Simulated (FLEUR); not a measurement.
# Collinear magnetic orders of NiO with FLEUR

Aim: find out whether NiO carries moments, and which collinear order costs least.

Main program and level: FLEUR MaX-R8.1; PBE with U = 6 eV on Ni d; all-electron FLAPW, Dirac cores, scalar-relativistic bands.

### Step 1. Starting point

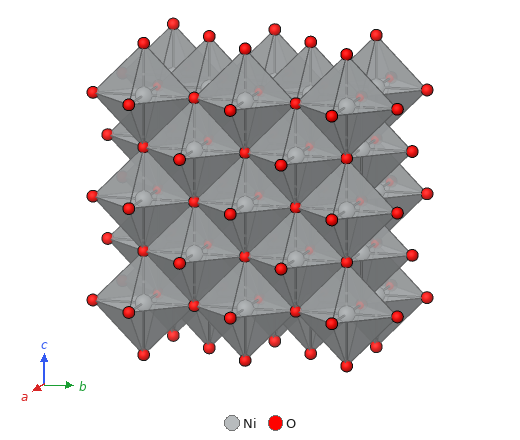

The starting structure, seen slightly off an axis (nickel light grey, oxygen red). 1×2×2 cells are drawn. This picture shows the conventional cell, with its axes. Some periodic images of atoms are drawn too.

As a file:

```cif
data_structure
_symmetry_space_group_name_H-M 'Fm-3m'
_symmetry_Int_Tables_number 225
_cell_length_a 4.1718
_cell_length_b 4.1718
_cell_length_c 4.1718
_cell_angle_alpha 90.000
_cell_angle_beta 90.000
_cell_angle_gamma 90.000
_cell_volume 72.61
loop_
_atom_site_label
_atom_site_type_symbol
_atom_site_symmetry_multiplicity
_atom_site_Wyckoff_symbol
_atom_site_fract_x
_atom_site_fract_y
_atom_site_fract_z
_atom_site_occupancy
Ni1 Ni 4 a 0.00000 0.00000 0.00000 1
O1 O 4 b 0.50000 0.00000 0.00000 1
```

### Step 2. Start 1: ferro +

The parallel start comes first: it shows whether parallel moments hold. The U counters the self-interaction that shrinks the moments of a localised shell.

inpgen writes inp.xml from crystal.txt; cutoffs, mixing, functional, smearing and local orbitals are then set in the file. The k list default-1 (kpts.xml, not shown) is a Γ-centred 10×10×10 mesh; where the ranks do not divide the number of points, some are split in two of half the weight.

inp.xml reads:

```
<?xml version="1.0" encoding="UTF-8" standalone="no"?>
<fleurInput fleurInputVersion="0.39">
   <comment>
      NiO
   </comment>
   <calculationSetup>
      <cutoffs Kmax="4.32" Gmax="13.0" GmaxXC="13.0" numbands="0"/>
      <scfLoop itmax="120" minDistance="0.0001" maxIterBroyd="15" imix="Anderson" alpha="0.05" precondParam="0.0" spinf="2.0" sdNocoIR="T"/>
      <coreElectrons ctail="T" frcor="F" kcrel="0" coretail_lmax="0"/>
      <xcFunctional name="pbe" relativisticCorrections="F"/>
      <magnetism jspins="2"/>
      <soc l_soc="F" theta="0.0" phi="0.0" spav="F"/>
      <expertModes spex="0" secvar="F"/>
      <geometryOptimization l_f="F" forcealpha="1.0" forcemix="BFGS" epsdisp="0.00001" epsforce="0.00001"/>
      <ldaU l_linMix="F" mixParam="0.05" spinf="1.0"/>
   </calculationSetup>
   <cell>
      <bzIntegration valenceElectrons="24.0" mode="hist" fermiSmearingEnergy="0.00183747">
         <kPointListSelection listName="default-1"/>
         <xi:include xmlns:xi="http://www.w3.org/2001/XInclude" href="kpts.xml"> </xi:include>
      </bzIntegration>
      <xi:include xmlns:xi="http://www.w3.org/2001/XInclude" href="sym.xml"> </xi:include>
      <bulkLattice scale="1.0">
         <bravaisMatrix>
            <row-1>    0.0000000000000000     3.9417828250996005     3.9417828250996005</row-1>
            <row-2>    3.9417828250996005     0.0000000000000000     3.9417828250996005</row-2>
            <row-3>    3.9417828250996005     3.9417828250996005     0.0000000000000000</row-3>
         </bravaisMatrix>
      </bulkLattice>
   </cell>
   <atomSpecies>
      <species name="Nickel (Ni2.000" element="Ni" atomicNumber="28">
         <mtSphere radius="2.46" gridPoints="813" logIncrement="0.015"/>
         <atomicCutoffs lmax="10" lnonsphr="8"/>
         <electronConfig flipSpins="F">
            <coreConfig>(1s1/2) (2s1/2) (2p1/2) (2p3/2)</coreConfig>
            <valenceConfig>(3s1/2) (3p1/2) (3p3/2) (4s1/2) (3d3/2) (3d5/2)</valenceConfig>
            <stateOccupation state="(3d3/2)" spinUp="2.0" spinDown="1.2"/>
            <stateOccupation state="(3d5/2)" spinUp="3.0" spinDown="1.8"/>
         </electronConfig>
         <energyParameters s="4" p="4" d="3" f="4"/>
         <ldaU l="2" U="6.0" J="0.0" l_amf="F"/>
         <lo type="SCLO" l="0" n="3" eDeriv="0"/>
         <lo type="SCLO" l="1" n="3" eDeriv="0"/>
      </species>
      <species name="Oxygen (O)" element="O" atomicNumber="8">
         <mtSphere radius="1.39" gridPoints="461" logIncrement="0.023"/>
         <atomicCutoffs lmax="6" lnonsphr="4"/>
         <electronConfig flipSpins="F">
            <coreConfig>(1s1/2)</coreConfig>
            <valenceConfig>(2s1/2) (2p1/2) (2p3/2)</valenceConfig>
            <stateOccupation state="(2p1/2)" spinUp="0.666667" spinDown="0.666667"/>
            <stateOccupation state="(2p3/2)" spinUp="1.333333" spinDown="1.333333"/>
         </electronConfig>
         <energyParameters s="2" p="2" d="3" f="4"/>
      </species>
   </atomSpecies>
   <atomGroups>
      <atomGroup species="Nickel (Ni2.000">
         <relPos label="                   1">.0000000000 .0000000000 .0000000000</relPos>
         <force calculate="T" relaxXYZ="TTT"/>
      </atomGroup>
      <atomGroup species="Oxygen (O)">
         <relPos label="                   2">1.000/2.000 1.000/2.000 1.000/2.000</relPos>
         <force calculate="T" relaxXYZ="TTT"/>
      </atomGroup>
   </atomGroups>
   <output dos="F" band="F" slice="F">
      <bandDOS minEnergy="-.5*Htr" maxEnergy="0.5*Htr" sigma="0.015" storeEVData="T"/>
      <plotting iplot="0" polar="F">
         <plot TwoD="T" vec1="  1.0  0.0  0.0" vec2="  0.0  1.0  0.0" vec3="  0.0  0.0  1.0" zero="  0.0  0.0  0.0" file="plot"/>
      </plotting>
      <moessbauerParams electricFieldGradient="F" isomerShift="F" coreHyperfine="F" valenceHyperfine="F"/>
   </output>
</fleurInput>
```

crystal.txt reads:

```
NiO
&input film=F cartesian=F /
0.00000000000  2.08590164140  2.08590164140
2.08590164140  0.00000000000  2.08590164140
2.08590164140  2.08590164140  0.00000000000
1.8897261246
1.0 1.0 1.0

2
28 0.00000000000  0.00000000000  0.00000000000 : 2.000
8 0.50000000000  0.50000000000  0.50000000000

&kpt div1=10 div2=10 div3=10 gamma=T /
```

Command:

```sh
$ OMP_NUM_THREADS=1 inpgen -f crystal.txt > inpgen.log  # inp.xml is then edited as shown
$ OMP_NUM_THREADS=1 mpirun -n 4 fleur_MPI > fleur.log
```

Log:

```text
Welcome to FLEUR        (www.flapw.de)
      MaX-Release 8.1          (www.max-centre.eu)

 ========== k-point set info ==========
 Selected k-point list: default-1
 k-point list type: mesh
 0 x 0 x 0
 Number of k points: 48

 ------------Calculation Setup---------------------------
 Number of MPI-tasks      :            4
 Number of PE/node        :            4
 Number of OMP-threads    :            1
 k-points in parallel     :            4
 pe's per k-point         :            1
 No of k-point loops      :           12
 Eigenvalue solver        :       lapack
 Number of basis functions:          186
 Approximate size of matrices (H+S) per k-point:         0.001 GB
 --------------------------------------------------------
 no density matrix found ... skipping LDA+U
 Reset of history
 Iteration:     1   Distance:      30.03136470 me/bohr^3
 Iteration:     2   Distance:      39.44187688 me/bohr^3
 Iteration:     3   Distance:      36.68869006 me/bohr^3
 Iteration:     4   Distance:      20.12572539 me/bohr^3
 Iteration:     5   Distance:      10.22554483 me/bohr^3
 Iteration:     6   Distance:       8.81325446 me/bohr^3
 Iteration:     7   Distance:       1.57819950 me/bohr^3
 Iteration:     8   Distance:       1.21976038 me/bohr^3
 Iteration:     9   Distance:       0.29143029 me/bohr^3
 Iteration:    10   Distance:       0.28701613 me/bohr^3
 Iteration:    11   Distance:       0.08305022 me/bohr^3
 Iteration:    12   Distance:       0.06058374 me/bohr^3
 Iteration:    13   Distance:       0.00709807 me/bohr^3
 Iteration:    14   Distance:       0.00907465 me/bohr^3
 Iteration:    15   Distance:       0.00200078 me/bohr^3
 Iteration:    16   Distance:       0.00019958 me/bohr^3
 Iteration:    17   Distance:       0.00015871 me/bohr^3
 Iteration:    18   Distance:       0.00005610 me/bohr^3

 ********************************************************************
 Run finished successfully
 Stop message:
   all done
 ********************************************************************

--- out.xml (last complete iteration) ---
<iteration numberForCurrentRun="   18" overallNumber="   18">
         [... left out ...]
         <bandgap value="2.4009043879" units="eV"/>
         <sumValenceSingleParticleEnergies value="-17.8775352255" units="Htr"/>
         <FermiEnergy value="0.2917177367" units="Htr"/>
         <valenceDensity>
            <mtCharges spin="1">
               <mtCharge atomType="1" total="9.5564866" s="1.2019621" p="3.2570468" d="5.0145070" f="0.0576971"/>
               <mtCharge atomType="2" total="2.3219005" s="0.6959184" p="1.6219098" d="0.0035176" f="0.0004612"/>
            </mtCharges>
            <mtCharges spin="2">
               <mtCharge atomType="1" total="7.7672841" s="1.1892896" p="3.2424844" d="3.2584922" f="0.0543995"/>
               <mtCharge atomType="2" total="2.1438045" s="0.6756727" p="1.4657805" d="0.0019577" f="0.0003283"/>
            </mtCharges>
            <spinDependentCharge spin="1" total="13.0000000" interstitial="1.1216129" mtSpheres="11.8783871"/>
            <spinDependentCharge spin="2" total="11.0000000" interstitial="1.0889114" mtSpheres="9.9110886"/>
            <totalCharge value="24.0000000000"/>
         </valenceDensity>
         [... left out ...]
         <allElectronCharges>
            <spinDependentCharge spin="1" total="19.0000000" interstitial="1.1216134" mtSpheres="17.8783866"/>
            <spinDependentCharge spin="2" total="17.0000000" interstitial="1.0889119" mtSpheres="15.9110881"/>
            <totalCharge value="35.9999999994"/>
         </allElectronCharges>
         <magneticMomentsInMTSpheres units="muBohr">
            <globalMagMoment atomType="1" vec="0.00000   0.00000   1.78920"/>
            <localMagMoment atomType="1" vec="0.00000   0.00000   1.78920"/>
            <globalMagMoment atomType="2" vec="0.00000   0.00000   0.17810"/>
            <localMagMoment atomType="2" vec="0.00000   0.00000   0.17810"/>
         </magneticMomentsInMTSpheres>
         <moessbauerParams unitsHFF="kG" unitsIS="e/bohr^3" unitsEFG="Htr/bohr^2">
         </moessbauerParams>
         <totalEnergy value="    -1595.9965303235" units="Htr">
            <sumOfEigenvalues value="     -910.2626445887">
               <coreElectrons value="-892.3851093632"/>
               <valenceElectrons value="-17.8775352255"/>
            </sumOfEigenvalues>
            <densityCoulombPotentialIntegral value="-2435.9710864026"/>
            <densityEffectivePotentialIntegral value="-2529.6361549629"/>
            <chargeDenXCDenIntegral value="-72.1877551342"/>
            <FockExchangeEnergyValence value="0.0000000000"/>
            <FockExchangeEnergyCore value="0.0000000000"/>
            <atomTypeDependentContributions atomType="1">
               <electronNucleiInteractionDifferentMTs value="1826.0029468477"/>
               <MadelungTerm value="-8.6337206783"/>
            </atomTypeDependentContributions>
            <atomTypeDependentContributions atomType="2">
               <electronNucleiInteractionDifferentMTs value="86.2508241146"/>
               <MadelungTerm value="-5.1866511885"/>
            </atomTypeDependentContributions>
            <dftUCorrection value="-0.8774004668"/>
            <tkbTimesEntropy value="0.0000000000"/>
            <freeEnergy value="-1595.9965303235"/>
            <extrapolationTo0K value="-1595.9965303235"/>
         </totalEnergy>
         <ldaUDensityMatrix>
            <densityMatrixFor spin="1" atomType="1" uIndex="1" l="2" U="6.00000000" J="0.00000000">
               (+1.00788,+0.00000) (+0.00000,+0.00000) (+0.00000,+0.00000) (+0.00000,+0.00000) (+0.02491,+0.00000)
               (+0.00000,+0.00000) (+0.98297,+0.00000) (+0.00000,+0.00000) (+0.00000,+0.00000) (+0.00000,+0.00000)
               (+0.00000,+0.00000) (+0.00000,+0.00000) (+1.03279,+0.00000) (+0.00000,+0.00000) (+0.00000,+0.00000)
               (+0.00000,+0.00000) (+0.00000,+0.00000) (+0.00000,+0.00000) (+0.98297,+0.00000) (+0.00000,+0.00000)
               (+0.02491,+0.00000) (+0.00000,+0.00000) (+0.00000,+0.00000) (+0.00000,+0.00000) (+1.00788,+0.00000)
            </densityMatrixFor>
            <densityMatrixFor spin="2" atomType="1" uIndex="1" l="2" U="6.00000000" J="0.00000000">
               (+0.56990,+0.00000) (+0.00000,+0.00000) (+0.00000,+0.00000) (+0.00000,+0.00000) (-0.40897,+0.00000)
               (+0.00000,+0.00000) (+0.97888,+0.00000) (+0.00000,+0.00000) (+0.00000,+0.00000) (+0.00000,+0.00000)
               (+0.00000,+0.00000) (+0.00000,+0.00000) (+0.16093,+0.00000) (+0.00000,+0.00000) (+0.00000,+0.00000)
               (+0.00000,+0.00000) (+0.00000,+0.00000) (+0.00000,+0.00000) (+0.97888,+0.00000) (+0.00000,+0.00000)
               (-0.40897,+0.00000) (+0.00000,+0.00000) (+0.00000,+0.00000) (+0.00000,+0.00000) (+0.56990,+0.00000)
            </densityMatrixFor>
         </ldaUDensityMatrix>
         <ldaUDensityMatrixConvergence>
            <distance spin="1" distance="0.000000"/>
            <distance spin="2" distance="0.000001"/>
         </ldaUDensityMatrixConvergence>
         <densityConvergence units="me/bohr^3">
            <chargeDensity spin="1" distance="0.0000375026"/>
            <chargeDensity spin="2" distance="0.0000372428"/>
            <overallChargeDensity distance="0.0000493974"/>
            <spinDensity distance="0.0000560968"/>
         </densityConvergence>
      </iteration>
```

It took 12 s on 4 MPI ranks of Intel Xeon Platinum 8488C (Sapphire Rapids), shared host; peak memory 0.24 GiB; 49 s of CPU time.

Spin moment in the muffin-tin sphere by atom:

```
atom  spin moment in the muffin-tin sphere (μB)
 Ni1                                       1.79
  O2                                       0.18
```

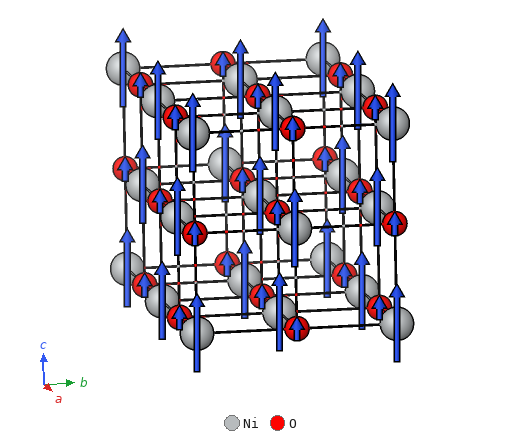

Spin moment in the muffin-tin sphere as arrows, the longest 1.79 μB. Up and down stand for the sign. Arrows give size and sign along the axis of quantisation, drawn up and down the page. Each arrow also spans its atom, so small moments look longer than they are. 2×1×1 conventional cells are drawn. Some periodic images of atoms are drawn too.

Numbers from this step:

```
free energy                                                       : -43429.2780 eV
program's band gap on this mesh (in a metal only a level spacing) : 2.401 eV
magnetization                                                     : 2 μB
final state                                                       : ferromagnetic
```

After 18 cycles the largest moment stands at 1.79 μB.

(Continued in part 2 of 3.)

[Logs and program files are shortened in this print: banners, set-up blocks, solver, clock and traceback lines can be left out without a mark of their own.]

[Logs are printed without paths, hosts, clocks, repeated set-up lines and the standing remarks that a program may print on its own settings, such as how far it seeks lower states.]

[Hosts, paths, dates, database ids (printed as entryN), source tags and the programs' standing remarks are cut or masked in the printed files.]

[Where a cell is said to come from a database of computed structures, the database is the Materials Project.]
